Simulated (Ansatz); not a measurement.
# How fast states decay through SrTlI3, part 2 of 2

A new crystal, SrTlI3: structure, gap and complex bands. It is built by putting Sr for Ca, Tl for K in the KCaI3 structure of space group Cmcm, with the volume rescaled by atomic radii. The parent structure comes from the Materials Project.

Ansatz 0.2.0; r2SCAN DFT, plane waves, PAW files (the session's first sound run).

So far. Step 2 (Cell and atoms at rest): The largest force component on a free atom ends at 0.0081 eV/Å.

The structure was built from a prototype and need not be the compound's stable phase.

## (3) Band edges

The energy window and the wavevectors of the next steps follow from the band edges, so these are searched first, off the mesh as well.

Input file input.yaml:

```yaml
crystal:
  lattice:
    - [2.375175732, -7.6724730168, 0.0]
    - [2.375175732, 7.6724730168, 0.0]
    - [0.0, 0.0, 11.9969424989]
  atoms:
    - { symbol: Tl, position: [0.2515270352, 0.7484729648, 0.25] }
    - { symbol: Tl, position: [0.7484729648, 0.2515270352, 0.75] }
    - { symbol: Sr, position: [0.0, 0.0, 0.0] }
    - { symbol: Sr, position: [0.0, 0.0, 0.5] }
    - { symbol: I, position: [0.640735929, 0.359264071, 0.0609898908] }
    - { symbol: I, position: [0.359264071, 0.640735929, 0.9390101092] }
    - { symbol: I, position: [0.359264071, 0.640735929, 0.5609898908] }
    - { symbol: I, position: [0.640735929, 0.359264071, 0.4390101092] }
    - { symbol: I, position: [0.9161721966, 0.0838278034, 0.25] }
    - { symbol: I, position: [0.0838278034, 0.9161721966, 0.75] }
kpoints:
  mp_grid: { grid: [6, 6, 2] }
  band_path: { path: [VBM, CBM], npoints: 30 }
scf:
  occupations: { method: fixed }
hamiltonian:
  xc: r2scan
output:
  eigenvalues: true
  write_potential: true
  write_density: true
  volumetric_format: npy
  elf: true
```

Started as:

```sh
ansatz run input.yaml --threads 2 --pin off --max-ram 4096MiB --backend cpu --events-out ev --progress --plain --runs-dir out
```

Numbers of over 12 decimals in the logs are rounded to 6 here.

The log of the run:

```text
[...]
Crystal: 10 atoms, lattice volume = 437.252 Å³
Basis set: ecut = 500 eV, 11113 PW (Γ), exchange–correlation on 240×240×360 points (64 copies of the dense FFT grid, shifted against one another)
Bands: 89, of which v1, the nominal top of the filled ones, is band 74 counted from 1 (73 counted from 0)
Symmetry: 8 space group operations
[...]
k-points: 26 of 72
[...]
SCF iter   1: F=—  HF=-75210.313869 eV  |F-HF|=—  |Δ(HF+E_count)|=         —  Δρ=3.81e-3  dr2=7.47e-2  dr2_τ=1.48e-2  ethr=1.77e-3  ⟨swp⟩=6.0  Hψ=8488  notcnv=0  defer=292
[...]
SCF iter   7: F=-75210.365255 eV  HF=-75210.365255 eV  |F-HF|=1.41e-9  |Δ(HF+E_count)|=   3.42e-7  Δρ=2.13e-6  dr2=2.75e-8  dr2_τ=1.16e-9  ethr=6.76e-11  ⟨swp⟩=18.6  Hψ=13865  notcnv=0
SCF 1 converged in 7 iterations: F = -75210.365255 eV  dr2 = 2.75e-8
[...]
NSCF: frozen V_eff on 52 k-points
[...]
SCF converged after 7 iterations
Free energy (F): -75210.365255 eV
[...]
Internal energy: -75210.365255 eV  (E = F + TS)
E sigma→0 (E₀):  -75210.365255 eV
Fermi energy:    3.745040 eV
[...]
--- Band table (eV; the first three rows and the last of 26) ---
  k-point 0: bands = [... 70 lower, 3.3762, 3.5014, 3.6981, 3.7037, 8.0722, 8.0799, 8.1173, 8.4395, ... 11 higher]
  k-point 1: bands = [... 70 lower, 3.4357, 3.4357, 3.7450, 3.7450, 8.0411, 8.0411, 8.2656, 8.2656, ... 11 higher]
  k-point 2: bands = [... 70 lower, 3.4072, 3.6006, 3.6068, 3.7106, 8.2631, 8.3099, 8.3400, 8.4044, ... 11 higher]
  k-point 25: bands = [... 70 lower, 3.3971, 3.3971, 3.4524, 3.4524, 7.8570, 7.8570, 8.1132, 8.1132, ... 11 higher]
```

Run time: 4 min. Hardware: 2 threads of Arm Neoverse V2, shared host; peak memory 2.8 GiB.

The column dr2 measures how far the density is from self-consistency, as an energy; F and HF (Harris–Foulkes) agree once it is small.

This step gave:

```
Fermi energy        : 3.745 eV
gap on the k-mesh   : 3.810 eV
gap on path         : 3.807 eV, by band count; negative where bands overlap
direct gap on path  : 3.978 eV
edge places on path : 0, 1.342 1/A along the path
```

Electronic bands along the path, in eV, zero at the Fermi level (highest filled level under fixed occupations); v1 is the highest filled band, c1 the lowest empty one:

| point | v4 | v3 | v2 | v1 | c1 | c2 | c3 | c4 |
| --- | --- | --- | --- | --- | --- | --- | --- | --- |
| VBM | -0.38 | -0.30 | -0.02 | 0.00 | 4.22 | 4.27 | 4.51 | 4.55 |
| CBM | -0.42 | -0.32 | -0.22 | -0.17 | 3.81 | 4.38 | 4.59 | 4.63 |

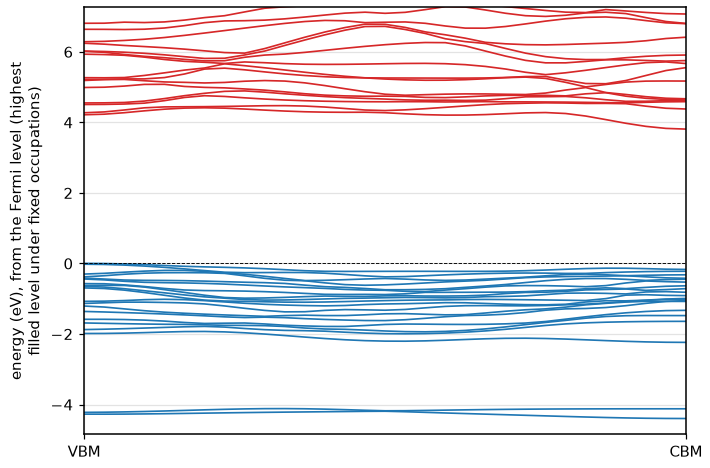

Electronic bands along the path; lines of filled and empty bands in two colours.

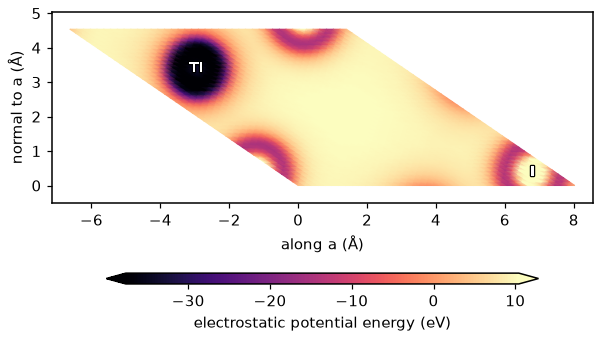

Electrostatic potential energy in the ab plane of the cell as run, not the conventional one, at fractional z = 0.250, with atoms of Tl and I within 0.2 Å of it. With pseudopotentials it is smooth inside the atoms' cores, unlike the true potential.

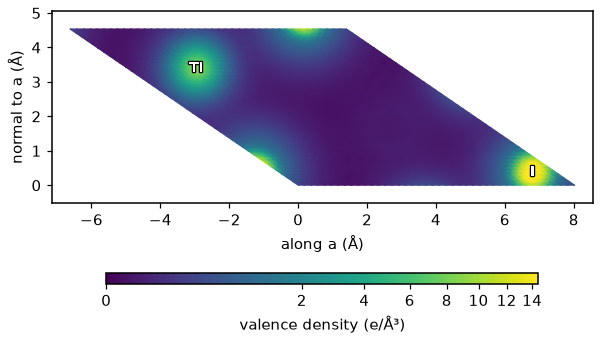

Valence density in the ab plane of the cell as run, not the conventional one, at fractional z = 0.250, with atoms of Tl and I within 0.2 Å of it. It is the smooth field of the valence electrons, not physical close to the nuclei. The colour scale is stretched toward low values.

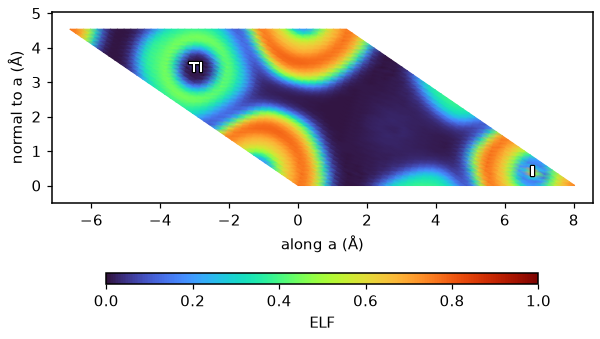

ELF in the ab plane of the cell as run, not the conventional one, at fractional z = 0.250, with atoms of Tl and I within 0.2 Å of it. It is the smooth field of the valence electrons, not physical close to the nuclei.

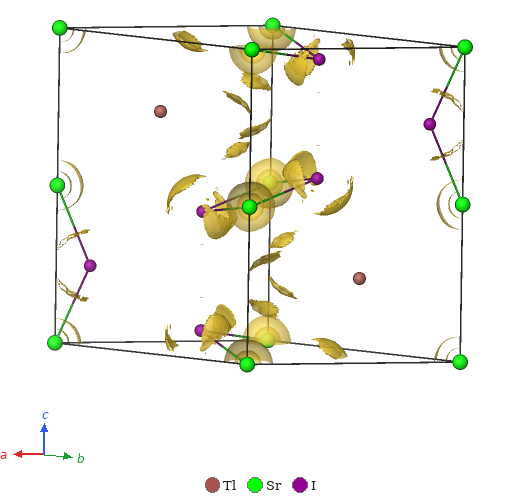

Surface of ELF = 0.79. Drawn on the cell as run, not the conventional one. Bonds to atoms that aren't drawn are left out.

The searched edges give 3.81 eV, against 3.81 eV on the mesh.

## (4) Complex bands

This step: r2SCAN DFT, plane waves, PAW files; complex bands by layer matching along the plane's normal (Ansatz 0.2.0).

The same crystal is laid in a cell whose first two vectors span the (001) plane (indices of the standard conventional cell, whose axes can be ordered otherwise than in the bulk input). At fixed energy and wavevector in the plane the solver finds all kz, real and complex. A few wavevectors are listed, (0, 0) and (-0.5, 0) in units of the plane's reciprocal vectors; the slowest state needn't be among them.

Input file input.yaml:

```yaml
crystal:
  lattice:
    - [8.031706042, 0.0, 0.0]
    - [1.404797369, 4.537883139, 0.0]
    - [0.0, 0.0, 11.996942499]
  atoms:
    - { symbol: Tl, position: [0.5030540704, 0.7484729648, 0.25] }
    - { symbol: Tl, position: [0.4969459296, 0.2515270352, 0.75] }
    - { symbol: Sr, position: [0.0, 0.0, 0.0] }
    - { symbol: Sr, position: [0.0, 0.0, 0.5] }
    - { symbol: I, position: [0.281471858, 0.359264071, 0.0609898908] }
    - { symbol: I, position: [0.718528142, 0.640735929, 0.9390101092] }
    - { symbol: I, position: [0.718528142, 0.640735929, 0.5609898908] }
    - { symbol: I, position: [0.281471858, 0.359264071, 0.4390101092] }
    - { symbol: I, position: [0.8323443932, 0.0838278034, 0.25] }
    - { symbol: I, position: [0.1676556068, 0.9161721966, 0.75] }
kpoints:
  mp_grid: { grid: [6, 6, 2] }
scf:
  occupations: { method: fixed }
hamiltonian:
  xc: r2scan
output:
  eigenvalues: true
  transmission:
    leads: [[0, 0]]
    kpoints: [[0.0, 0.0], [-0.5, 0.0]]
    e_range: [-1.0, 4.81]
    de: 0.12
```

The log of the run:

```text
[...]
Crystal: 10 atoms, lattice volume = 437.252 Å³
Basis set: ecut = 500 eV, 11113 PW (Γ), exchange–correlation on 240×144×360 points (64 copies of the dense FFT grid, shifted against one another)
Bands: 89, of which v1, the nominal top of the filled ones, is band 74 counted from 1 (73 counted from 0)
Symmetry: 8 space group operations
[...]
k-points: 26 of 72
[...]
SCF iter   1: F=—  HF=-75210.313794 eV  |F-HF|=—  |Δ(HF+E_count)|=         —  Δρ=3.81e-3  dr2=7.47e-2  dr2_τ=1.48e-2  ethr=1.77e-3  ⟨swp⟩=6.0  Hψ=8498  notcnv=0  defer=292
[...]
SCF iter   7: F=-75210.365255 eV  HF=-75210.365255 eV  |F-HF|=1.14e-9  |Δ(HF+E_count)|=   3.44e-7  Δρ=2.13e-6  dr2=2.72e-8  dr2_τ=1.17e-9  ethr=6.76e-11  ⟨swp⟩=18.9  Hψ=13780  notcnv=0
SCF 1 converged in 7 iterations: F = -75210.365255 eV  dr2 = 2.72e-8
[...]
transmission: 20 of 40 steps passed
transmission: 40 of 40 steps passed
SCF converged after 7 iterations
Free energy (F): -75210.365255 eV
[...]
Internal energy: -75210.365255 eV  (E = F + TS)
E sigma→0 (E₀):  -75210.365255 eV
Fermi energy:    3.745040 eV
[...]
--- Band table (eV; the first three rows and the last of 26) ---
  k-point 0: bands = [... 70 lower, 3.3762, 3.5014, 3.6981, 3.7037, 8.0722, 8.0799, 8.1173, 8.4395, ... 11 higher]
  k-point 1: bands = [... 70 lower, 3.4357, 3.4357, 3.7450, 3.7450, 8.0411, 8.0411, 8.2656, 8.2656, ... 11 higher]
  k-point 2: bands = [... 70 lower, 3.4072, 3.6006, 3.6068, 3.7106, 8.2631, 8.3099, 8.3400, 8.4044, ... 11 higher]
  k-point 25: bands = [... 70 lower, 3.3971, 3.3971, 3.4524, 3.4524, 7.8570, 7.8570, 8.1132, 8.1132, ... 11 higher]
--- Transmission ---
  basis      : 379 plane waves across, 20 finite elements along
  points     : 2, as listed
  energies   : 49 from -1.000000 to 4.760000 eV about the Fermi level, 0.120000 eV apart; the leads are filled to 1.904957 eV, and channels, transmission and decay are at 1.880000 eV
  crystal 0  : Tl2I6Sr2, at the sites [0, 0], period 11.9969 Å: whole cells are its period
    offset         : up to 0.0000 Å between an atom of the period and one for which it stands
    channels       : 0.000000e0 a spin
    conductance    : none, the energies end too early or step too widely for 300 K: set another output.transmission.e_range or a lower de, or, where they end at an eighth of basis.ecutwfc, a higher one
    slowest decay  : 0.2903 /Å at (-0.5000, 0.0000)
```

Elapsed: 4.2 min, on 2 threads; peak memory 2.8 GiB; 7.5 min of CPU time.

This step gave:

```
level to which the leads are filled                       : 1.905 eV from the Fermi level
decay constant at the filling level, zone centre          : 0.4361 Å⁻¹
decay constant at the filling level, slowest listed point : 0.2903 Å⁻¹
```

K parallel (0, 0); values up to 1.5 1/Å, a degenerate pair printed once or twice; energies at which all values exceed this have no row. Table of Im kz of the slowest decaying states by energy, zero at the highest filled level on the SCF mesh:

| energy (eV) | decay 1 (Å⁻¹) | decay 2 (Å⁻¹) | decay 3 (Å⁻¹) | decay 4 (Å⁻¹) |
| --- | --- | --- | --- | --- |
| -1.000 | 0.118 | 0.217 | 0.257 | 0.543 |
| -0.520 | 0.103 | 0.216 | 0.253 | 0.883 |
| -0.040 | 0.335 | 0.391 | 0.451 | 0.574 |
| 0.440 | 0.382 | 0.423 | 0.530 | 0.548 |
| 1.040 | 0.415 | 0.477 | 0.511 | 0.593 |
| 1.520 | 0.430 | 0.453 | 0.523 | 0.604 |
| 2.000 | 0.437 | 0.439 | 0.507 | 0.601 |
| 2.480 | 0.426 | 0.436 | 0.475 | 0.587 |
| 2.960 | 0.409 | 0.425 | 0.431 | 0.563 |
| 3.440 | 0.374 | 0.384 | 0.398 | 0.531 |
| 4.040 | 0.247 | 0.324 | 0.338 | 0.449 |
| 4.520 | 0.0965 | 0.341 | 0.344 | 0.410 |

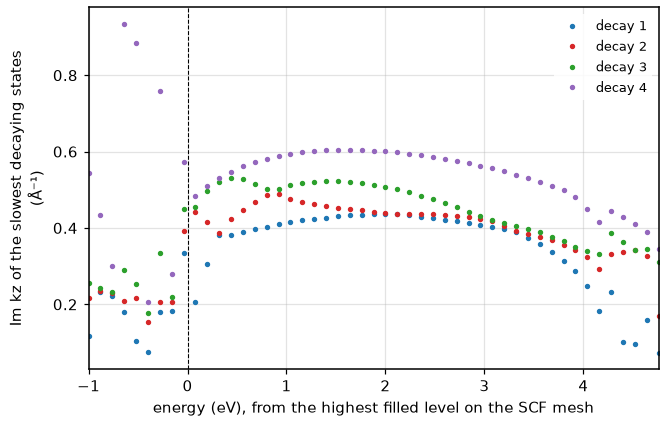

Im kz of the slowest decaying states, plotted against energy.

K parallel (-0.5, 0); values up to 1.5 1/Å, a degenerate pair printed once or twice; energies at which all values exceed this have no row. Table of Im kz of the slowest decaying states by energy, zero at the highest filled level on the SCF mesh:

```
energy (eV)  decay 1 (Å⁻¹)  decay 2 (Å⁻¹)  decay 3 (Å⁻¹)  decay 4 (Å⁻¹)
     -1.000          0.114          0.341          0.372          0.552
     -0.520          0.155          0.194          0.468          0.736
     -0.040          0.140          0.232          0.252          0.418
      0.440          0.229          0.323          0.419          0.587
      1.040          0.274          0.359          0.495          0.649
      1.520          0.288          0.368          0.516          0.671
      2.000          0.289          0.366          0.519          0.677
      2.480          0.278          0.354          0.507          0.673
      2.960          0.252          0.329          0.483          0.610
      3.440          0.194          0.290          0.446          0.524
      4.040          0.201          0.370          0.377          0.547
      4.520          0.207          0.252          0.435          0.499
```

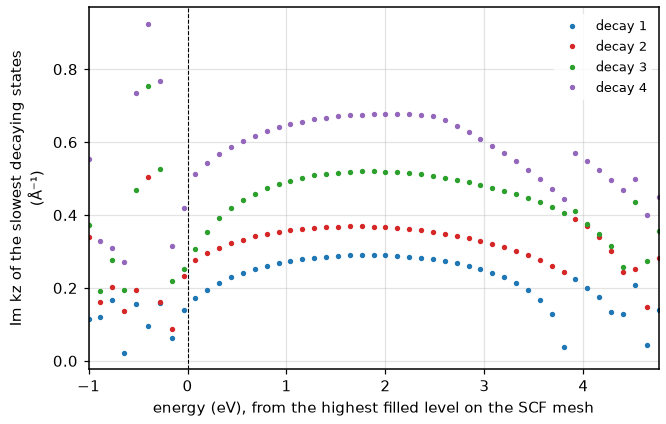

Im kz of the slowest decaying states against energy.

At the listed wavevectors the last open channel is at -0.04 eV and the next at +3.92 eV on the grid. At +1.88 eV, the grid energy nearest the filling level (the middle of the gap on the SCF mesh), the slowest state at the listed wavevectors decays with κ = 0.290 Å⁻¹, its amplitude falling by e over 3.4 Å. Through 1 nm of this crystal that state's transmission falls by exp(−2 × 0.290 Å⁻¹ × 10 Å) = 0.0030.

## (5) Decay over the two-dimensional zone

The listed points could miss the slowest state, so one energy near mid-gap is solved on a mesh of 6×10.

Changes to input.yaml since step 4:

```diff
@@ -24,6 +24,2 @@
   eigenvalues: true
-  transmission:
-    leads: [[0, 0]]
-    kpoints: [[0.0, 0.0], [-0.5, 0.0]]
-    e_range: [-1.0, 4.81]
-    de: 0.12
+  transmission: { leads: [[0, 0]], kmesh: [6, 10], e_range: [1.9, 1.91], de: 0.05 }
```

The log of the run:

```text
[...]
Crystal: 10 atoms, lattice volume = 437.252 Å³
Basis set: ecut = 500 eV, 11113 PW (Γ), exchange–correlation on 240×144×360 points (64 copies of the dense FFT grid, shifted against one another)
Bands: 89, of which v1, the nominal top of the filled ones, is band 74 counted from 1 (73 counted from 0)
Symmetry: 8 space group operations
[...]
k-points: 26 of 72
[...]
SCF iter   1: F=—  HF=-75210.313794 eV  |F-HF|=—  |Δ(HF+E_count)|=         —  Δρ=3.81e-3  dr2=7.47e-2  dr2_τ=1.48e-2  ethr=1.77e-3  ⟨swp⟩=6.0  Hψ=8498  notcnv=0  defer=292
[...]
SCF iter   7: F=-75210.365255 eV  HF=-75210.365255 eV  |F-HF|=1.14e-9  |Δ(HF+E_count)|=   3.44e-7  Δρ=2.13e-6  dr2=2.72e-8  dr2_τ=1.17e-9  ethr=6.76e-11  ⟨swp⟩=18.9  Hψ=13780  notcnv=0
SCF 1 converged in 7 iterations: F = -75210.365255 eV  dr2 = 2.72e-8
[...]
transmission: 80 of 640 steps passed
transmission: 160 of 640 steps passed
[...]
transmission: 640 of 640 steps passed
SCF converged after 7 iterations
Free energy (F): -75210.365255 eV
[...]
Internal energy: -75210.365255 eV  (E = F + TS)
E sigma→0 (E₀):  -75210.365255 eV
Fermi energy:    3.745040 eV
[...]
--- Band table (eV; the first three rows and the last of 26) ---
  k-point 0: bands = [... 70 lower, 3.3762, 3.5014, 3.6981, 3.7037, 8.0722, 8.0799, 8.1173, 8.4395, ... 11 higher]
  k-point 1: bands = [... 70 lower, 3.4357, 3.4357, 3.7450, 3.7450, 8.0411, 8.0411, 8.2656, 8.2656, ... 11 higher]
  k-point 2: bands = [... 70 lower, 3.4072, 3.6006, 3.6068, 3.7106, 8.2631, 8.3099, 8.3400, 8.4044, ... 11 higher]
  k-point 25: bands = [... 70 lower, 3.3971, 3.3971, 3.4524, 3.4524, 7.8570, 7.8570, 8.1132, 8.1132, ... 11 higher]
--- Transmission ---
  basis      : 379 plane waves across, 20 finite elements along
  points     : 32, standing for a mesh of 6 x 10
  energies   : 1 from 1.900000 to 1.900000 eV about the Fermi level; the leads are filled to 1.904957 eV, and channels, transmission and decay are at 1.900000 eV
  crystal 0  : Tl2I6Sr2, at the sites [0, 0], period 11.9969 Å: whole cells are its period
[...]
channels       : 0.000000e0 a spin
    conductance    : none, crystal 0 has no channel at the energies, or these end too early or step too widely for 300 K: set another output.transmission.e_range or a lower de, or, where they end at an eighth of basis.ecutwfc, a higher one
    slowest decay  : 0.2902 /Å at (0.5000, 0.0000)
```

It took 6.8 min on 2 threads; peak memory 3 GiB; 14 min of CPU time.

Numbers from this step:

```yaml
least_decay_constant_on_the_mesh: 0.2902 Å⁻¹
```

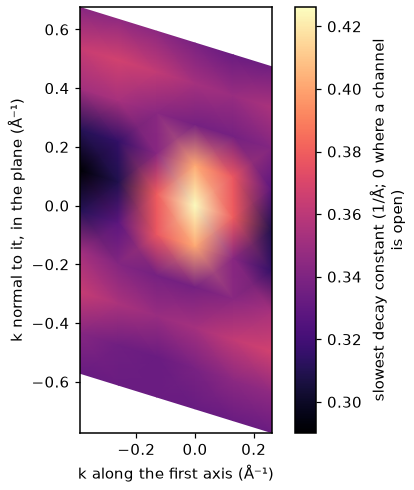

Slowest decay constant (1/Å; 0 where a channel is open) over k1 and k2. At 1.9000 eV from the Fermi level.

The least value on the mesh is 0.290 Å⁻¹ at +1.90 eV. At that energy the listed points give about 0.290 Å⁻¹ by interpolation, so the mesh holds no clearly slower state.

## (6) Summary of results

```json
{
 "band gap": "3.81 eV",
 "least decay constant at mid-gap, normal to (001)": "0.290 Å⁻¹",
 "least decay constant on a mesh, normal to (001)": "0.290 Å⁻¹"
}
```

In words: With r2SCAN, the slowest decay at the wavevectors tried is κ = 0.290 Å⁻¹, normal to (001). Through such a film the transmission near mid-gap falls as exp(−2κd), a factor of ten every 4.0 Å. A free electron under a barrier of half the gap would need a mass of 0.17 mₑ to decay at this rate. The slowest decay isn't at the zone centre. The compound is made up by substitution; its stability against other phases and against distortions of the cell's symmetry was not tested. r2SCAN still narrows gaps, if less than LDA and GGA do, while spin-orbit coupling, left out here, narrows them in compounds of heavy elements, so the error in κ can go either way.

[Logs are printed without paths, hosts, clocks, repeated set-up lines and the standing remarks that a program may print on its own settings, such as how far it seeks lower states.]

[Hosts, paths, dates, database ids (printed as entryN), source tags and the programs' standing remarks are cut or masked in the printed files.]

[New means built here by substitution; the compound itself may be known and measured.]
